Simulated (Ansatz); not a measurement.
**C5HF7: how energies converge with the basis set**

Aim: see how fast density functionals converge with the basis set for C5HF7.

The runs use Ansatz 0.2.0, Gaussian basis; one geometry, several basis sets.

Plan: PBE0-D4/def2-SVP; ωB97M-V/def2-SVP; PBE0-D4/def2-QZVPP; ωB97M-V/def2-QZVPP; the functionals' def2-TZVPP values are taken from earlier runs.

### Step 1. The geometry

An earlier PBE0-D4 in a triple-zeta def2 set relaxation fixed the geometry.

SMILES `FC1=CC(F)(F)C(F)(F)C1(F)F`, 13 atoms, charge 0, spin multiplicity 1.

Atoms are counted from 1 here; the program's logs count them from 0.

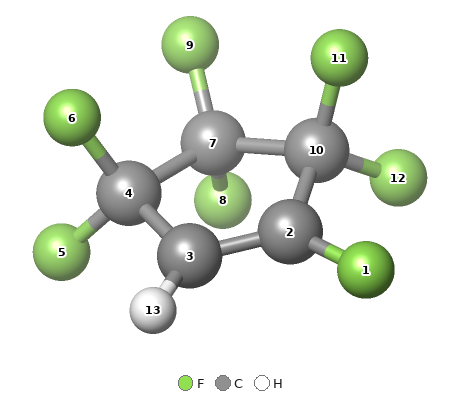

The structure; fluorine green, carbon grey, hydrogen white; atoms are numbered from 1 in the order of the file.

### Step 2. PBE0-D4 in def2-SVP

in.yaml

```yaml
crystal:
  periodic: [false, false, false]
  atoms:
    - {symbol: F, position_ang: [-1.454264, -2.013900, -0.920633]}
    - {symbol: C, position_ang: [-0.834764, -0.956764, -0.455101]}
    - {symbol: C, position_ang: [-1.346019, 0.249887, -0.272440]}
    - {symbol: C, position_ang: [-0.324624, 1.163919, 0.309006]}
    - {symbol: F, position_ang: [-0.274625, 2.349871, -0.323380]}
    - {symbol: F, position_ang: [-0.571569, 1.421730, 1.611681]}
    - {symbol: C, position_ang: [1.025093, 0.394039, 0.165418]}
    - {symbol: F, position_ang: [1.671188, 0.826718, -0.923609]}
    - {symbol: F, position_ang: [1.816487, 0.545570, 1.224979]}
    - {symbol: C, position_ang: [0.602404, -1.089947, -0.047202]}
    - {symbol: F, position_ang: [0.725648, -1.789794, 1.096001]}
    - {symbol: F, position_ang: [1.346765, -1.698943, -0.979515]}
    - {symbol: H, position_ang: [-2.361218, 0.562711, -0.470606]}
basis:
  gaussian: {orbitals: def2-SVP}
hamiltonian: {xc: pbe0, dispersion: d4}
output: {orbitals: {seedname: orbitals}}
```

Run with:

```
$ ansatz run in.yaml --threads 4 --pin off --events-out ev --progress --plain --max-ram 66560MiB --backend cpu
```

The log of the run:

```text
Functional definition: PBE0
  name "PBE0"
  cite "Adamo & Barone, J. Chem. Phys. 110, 6158 (1999) doi:10.1063/1.478522"
  cite "Perdew, Burke & Ernzerhof, Phys. Rev. Lett. 77, 3865 (1996) doi:10.1103/PhysRevLett.77.3865"
  parent pbe
  parameter a = 0.25
  parameter kappa = 0.804
  parameter beta = 0.06672455060314922
  exchange = (1 - a)*pbe_x(kappa = kappa, mu = beta*pi^2/3) + a*exact_x
  correlation = pbe_c(beta = beta)
1884 factors; their error is unknown
mean field evaluation 1: about -24171.5359 eV, gradient 5.1e1 eV
mean field evaluation 2: about -24169.0689 eV, gradient 6.3e1 eV
mean field evaluation 4: about -24175.8509 eV, gradient 2.0e0 eV
mean field evaluation 8: about -24175.8522 eV, gradient 7.1e-2 eV
mean field evaluation 16: about -24175.8518 eV, gradient 1.1e-4 eV
mean field -24175.85182779 eV, -888.4461676903 hartree, gradient 2.2e-5 eV, S^2 0.000000; 0 other end points of the search recorded, 0 dependent functions left out
reference -24175.85184226 eV, -888.4461682220 hartree; 47, 47 occupied and 126, 126 virtual orbitals, 1884 factors
Total energy: -24176.16771413 eV, -888.4577762994 hartree
```

It took 4.2 s on 4 threads of AMD EPYC 7R13, shared host; peak memory 0.72 GiB.

### Step 3. ωB97M-V in def2-SVP

Changes to in.yaml since step 2:

```diff
@@ -18,3 +18,3 @@
   gaussian: {orbitals: def2-SVP}
-hamiltonian: {xc: pbe0, dispersion: d4}
+hamiltonian: {xc: {name: wB97M-V}}
 output: {orbitals: {seedname: orbitals}}
```

Same command.

The log of the run (excerpt; [...] marks lines left out):

```text
Functional definition: wB97M-V
  name "wB97M-V"
  cite "Mardirossian & Head-Gordon, J. Chem. Phys. 144, 214110 (2016) doi:10.1063/1.4952647"
  cite "Becke, J. Chem. Phys. 107, 8554 (1997) doi:10.1063/1.475007"
  cite "Vydrov & Van Voorhis, J. Chem. Phys. 133, 244103 (2010) doi:10.1063/1.3521275"
  # Of w^i u^j: cxij and so on, Table III.
[...]
  gx(w, u) = 1 - cx + cx01*u + cx10*w
  gss(w, u) = css00 + css04*u^4 + css10*w + css20*w^2 + css43*w^4*u^3
  gos(w, u) = cos00 + cos10*w + (cos20 + cos21*u)*w^2 + (cos60 + cos61*u)*w^6
[...]
      + integral(e_c_pw_mod_opposite_spin*gos(b97_w_opposite, b97_u_opposite)) + vv10(b, c)
1884 factors; their error is unknown
324 factors; integrals over basis functions are off by at most 4.1e-6 eV
[...]
mean field -24193.55730610 eV, -889.0968320170 hartree, gradient 6.5e-5 eV, S^2 0.000000; 0 other end points of the search recorded, 0 dependent functions left out
reference -24193.55733047 eV, -889.0968329127 hartree; 47, 47 occupied and 126, 126 virtual orbitals, 1884 factors
Total energy: -24193.55733047 eV, -889.0968329127 hartree
```

Wall time 11 s (4 threads of AMD EPYC 7R13, shared host); peak memory 0.89 GiB.

### Step 4. PBE0-D4 in def2-QZVPP

Changes to in.yaml since step 3:

```diff
@@ -17,4 +17,4 @@
 basis:
-  gaussian: {orbitals: def2-SVP}
-hamiltonian: {xc: {name: wB97M-V}}
+  gaussian: {orbitals: "def2-QZVPP.json"}
+hamiltonian: {xc: pbe0, dispersion: d4}
 output: {orbitals: {seedname: orbitals}}
```

Run with:

```
$ ansatz run in.yaml --threads 4 --pin off --events-out ev --progress --plain --max-ram 66560MiB --backend cuda --devices 0, --max-vram 37GiB
```

The log of the run:

```text
Functional definition: PBE0
  name "PBE0"
  cite "Adamo & Barone, J. Chem. Phys. 110, 6158 (1999) doi:10.1063/1.478522"
  cite "Perdew, Burke & Ernzerhof, Phys. Rev. Lett. 77, 3865 (1996) doi:10.1103/PhysRevLett.77.3865"
  parent pbe
  parameter a = 0.25
  parameter kappa = 0.804
  parameter beta = 0.06672455060314922
  exchange = (1 - a)*pbe_x(kappa = kappa, mu = beta*pi^2/3) + a*exact_x
  correlation = pbe_c(beta = beta)
2210 factors; their error is unknown
mean field evaluation 1: about -24200.5979 eV, gradient 5.8e1 eV
mean field evaluation 2: about -24199.5539 eV, gradient 6.1e1 eV
mean field evaluation 4: about -24205.8506 eV, gradient 2.9e0 eV
mean field evaluation 8: about -24205.8579 eV, gradient 9.2e-2 eV
mean field evaluation 16: about -24205.8603 eV, gradient 2.4e-4 eV
mean field -24205.86028389 eV, -889.5489581115 hartree, gradient 3.2e-5 eV, S^2 0.000000; 0 other end points of the search recorded, 0 dependent functions left out
reference -24205.86031449 eV, -889.5489592359 hartree; 47, 47 occupied and 667, 667 virtual orbitals, 2210 factors
Total energy: -24206.17618636 eV, -889.5605673133 hartree
```

Wall time 6.5 s (1 × H100 (card shared with other runs) with 4 threads of AMD EPYC 7R13, shared host); peak host memory 1.3 GiB.

### Step 5. ωB97M-V in def2-QZVPP

Changes to in.yaml since step 4:

```diff
@@ -18,3 +18,3 @@
   gaussian: {orbitals: "def2-QZVPP.json"}
-hamiltonian: {xc: pbe0, dispersion: d4}
+hamiltonian: {xc: {name: wB97M-V}}
 output: {orbitals: {seedname: orbitals}}
```

The command is unchanged.

The log of the run (excerpt; [...] marks lines left out):

```text
Functional definition: wB97M-V
  name "wB97M-V"
  cite "Mardirossian & Head-Gordon, J. Chem. Phys. 144, 214110 (2016) doi:10.1063/1.4952647"
  cite "Becke, J. Chem. Phys. 107, 8554 (1997) doi:10.1063/1.475007"
  cite "Vydrov & Van Voorhis, J. Chem. Phys. 133, 244103 (2010) doi:10.1063/1.3521275"
  # Of w^i u^j: cxij and so on, Table III.
[...]
  gx(w, u) = 1 - cx + cx01*u + cx10*w
  gss(w, u) = css00 + css04*u^4 + css10*w + css20*w^2 + css43*w^4*u^3
  gos(w, u) = cos00 + cos10*w + (cos20 + cos21*u)*w^2 + (cos60 + cos61*u)*w^6
[...]
      + integral(e_c_pw_mod_opposite_spin*gos(b97_w_opposite, b97_u_opposite)) + vv10(b, c)
2210 factors; their error is unknown
410 factors; integrals over basis functions are off by at most 4.5e-6 eV
[...]
mean field -24224.07763156 eV, -890.2184332904 hartree, gradient 8.5e-5 eV, S^2 0.000000; 0 other end points of the search recorded, 0 dependent functions left out
reference -24224.07768126 eV, -890.2184351166 hartree; 47, 47 occupied and 667, 667 virtual orbitals, 2210 factors
Total energy: -24224.07768126 eV, -890.2184351166 hartree
```

Run time: 9.5 s. Hardware: 1 × H100 (card shared with other runs) with 4 threads of AMD EPYC 7R13, shared host; peak host memory 1.4 GiB.

### Step 6. Functionals by basis

The def2-TZVPP values come from earlier runs at the same geometry.

| functional | basis | functions | energy (eV) | from the largest (eV) | HOMO (eV) | LUMO (eV) |
| --- | --- | --- | --- | --- | --- | --- |
| PBE0-D4 | def2-SVP | 173 | -24176.1677 | 30.008 | -9.27 | -1.41 |
| PBE0-D4 | def2-TZVPP | 386 | -24204.9826 | 1.194 | -9.34 | -1.51 |
| PBE0-D4 | def2-QZVPP | 714 | -24206.1762 | 0.000 | -9.39 | -1.57 |
| ωB97M-V | def2-SVP | 173 | -24193.5573 | 30.520 | -11.50 | 0.89 |
| ωB97M-V | def2-TZVPP | 386 | -24222.9653 | 1.112 | -11.61 | 0.72 |
| ωB97M-V | def2-QZVPP | 714 | -24224.0777 | 0.000 | -11.66 | 0.63 |

### Step 7. What came out

| quantity | value |
| --- | --- |
| PBE0-D4: double and triple zeta above quadruple | 30.01, 1.19 eV |
| ωB97M-V: double and triple zeta above quadruple | 30.52, 1.11 eV |

In words: PBE0-D4 gains 28.81 eV from double to triple zeta, then 1.19 eV more. These are total energies; as a rule much of such shifts cancels in differences, which this series doesn't test.
